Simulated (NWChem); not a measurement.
# B3LYP/6-31G run of C2H3F3 (1,1,2-trifluoroethane)

What is the vertical ionisation energy of C2H3F3 (1,1,2-trifluoroethane) at B3LYP/6-31G? 

Program for the calculation: NWChem 7.3.0.

### Step 1. The molecule

C2H3F3: 8 atoms, total charge 0, spin state singlet. SMILES: `FCC(F)F`. The shape is that of a PBE0-D4/def2-TZVP optimisation. This is one conformer, not always the lowest.

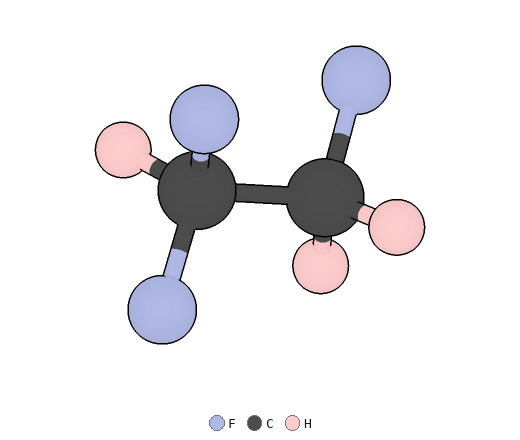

Viewed from a chosen angle; fluorine light blue, carbon dark grey, hydrogen pink.

### Step 2. The energy at B3LYP/6-31G

File m1.nw:

```
echo
start m1
title "C2H3F3 B3LYP"
memory 2200 mb
geometry units au noautosym nocenter noautoz
F  -2.15957902 -1.28690349  2.19794046
C  -0.35564646  0.36868557  1.34510706
C   0.32673365 -0.28799426 -1.34416219
F   1.55751227 -2.52429616 -1.42957781
F   1.91183592  1.51858391 -2.23403422
H   1.32602082  0.22468844  2.53695732
H  -1.11210382  2.28940320  1.41219233
H  -1.32054062 -0.41007057 -2.58986965
end
basis spherical bse
* library 6-31G
end
dft
xc b3lyp
grid fine
convergence energy 1e-08
iterations 100
mulliken
noprint "final vectors analysis"
end
task dft
```

The run is started by

```sh
$ nwchem m1.nw > m1.out
```

Standard output:

```text
[...]
          Wavefunction type:  closed shell.
          No. of atoms     :     8
          No. of electrons :    42
[...]
          Charge           :     0
          Spin multiplicity:     1
[...]
          AO basis - number of functions:    51
[...]
              XC Information
              --------------
                         B3LYP Method XC Potential
                     Hartree-Fock (Exact) Exchange  0.200
                        Slater Exchange Functional  0.800 local
                    Becke 1988 Exchange Functional  0.720 non-local
              Lee-Yang-Parr Correlation Functional  0.810
                  VWN I RPA Correlation Functional  0.190 local
[...]
 d= 0,ls=0.0,diis     1   -377.2782353418 -5.69D+02  3.46D-02  1.23D+00     0.6
[...]
 d= 0,ls=0.0,diis     8   -377.4332084395  2.98D-09  4.03D-06  1.52D-07     3.4
         Total DFT energy =     -377.433208439500
      One electron energy =     -902.400619182291
           Coulomb energy =      377.059284756955
    Exchange-Corr. energy =      -43.451659664127
 Nuclear repulsion energy =      191.359785649963
[...]
      Total Density - Mulliken Population Analysis
     ---------------------------------------------
    Atom       Charge   Shell Charges
 -----------   ------   -------------------------------------------------------
    1 F    9     9.32   2.00  0.93  3.31  1.07  2.02
    2 C    6     5.98   2.00  0.71  2.08  0.55  0.64
    3 C    6     5.58   2.00  0.74  1.99  0.40  0.46
    4 F    9     9.29   2.00  0.93  3.31  1.06  1.99
    5 F    9     9.30   2.00  0.93  3.31  1.06  2.00
    6 H    1     0.83   0.54  0.29
    7 H    1     0.84   0.54  0.30
    8 H    1     0.85   0.55  0.30
[...]
```

It took 3.9 s on 1 thread of Intel Xeon 6975P-C (Granite Rapids), shared host; peak memory 0.11 GiB.

### Step 3. The doublet cation

File c2h3f3.nw:

```
START c2h3f3
TITLE "C2H3F3"
memory stack 880 mb heap 220 mb global 1100 mb
charge 1

GEOMETRY units angstrom noautosym nocenter noautoz
   F       -1.142800      -0.681000       1.163100
   C       -0.188200       0.195100       0.711800
   C        0.172900      -0.152400      -0.711300
   F        0.824200      -1.335800      -0.756500
   F        1.011700       0.803600      -1.182200
   H        0.701700       0.118900       1.342500
   H       -0.588500       1.211500       0.747300
   H       -0.698800      -0.217000      -1.370500
END

BASIS spherical bse
   F library 6-31G
   C library 6-31G
   H library 6-31G
END

DFT
   xc b3lyp
   mult 2
   grid fine
   convergence energy 1e-08
   iterations 100
   mulliken
   print low
END

TASK dft
```

The run is started by

```sh
$ nwchem c2h3f3.nw > c2h3f3.out
```

Standard output:

```text
[...]
 d= 0,ls=0.0,diis     1   -376.6605985348 -5.68D+02  2.77D-02  6.91D-01     0.8
[...]
 d= 0,ls=0.5,diis    51   -376.9849217222 -8.63D-09  2.38D-07  1.01D-08    31.4
[...]
         Total DFT energy =     -376.984921727387
      One electron energy =     -890.040246723097
           Coulomb energy =      364.643413165304
    Exchange-Corr. energy =      -42.947887616652
 Nuclear repulsion energy =      191.359799447058
[...]
      Total Density - Mulliken Population Analysis
     ---------------------------------------------
    Atom       Charge   Shell Charges
 -----------   ------   -------------------------------------------------------
    1 F    9     9.12   2.00  0.96  3.26  1.06  1.85
    2 C    6     6.01   2.00  0.73  2.06  0.60  0.62
    3 C    6     5.61   2.00  0.77  1.97  0.42  0.45
    4 F    9     9.11   2.00  0.96  3.27  1.05  1.84
    5 F    9     9.13   2.00  0.95  3.27  1.06  1.85
    6 H    1     0.68   0.51  0.17
    7 H    1     0.70   0.52  0.18
    8 H    1     0.65   0.50  0.15
[...]
      <S2> =      0.7521 (Exact =     0.7500)
[...]
```

Run time: 33 s. Hardware: 1 thread of Intel Xeon 6975P-C (Granite Rapids), shared host; peak memory 0.11 GiB.

### Step 4. Summary of results

Level: B3LYP/6-31G.

| quantity | value |
| --- | --- |
| singlet C2H3F3: total energy | -377.43321 Eh |
| singlet C2H3F3: dipole moment | 1.65 D |
| doublet cation: total energy | -376.98492 Eh |
| doublet cation: ⟨S²⟩ | 0.752 |
| vertical ionisation energy (to the doublet cation) | 12.199 eV |

**Reading.** Removing an electron at fixed nuclei costs 12.20 eV (281 kcal/mol). Mulliken charges (singlet C2H3F3) run from -0.32 on F1 to +0.42 on C3.
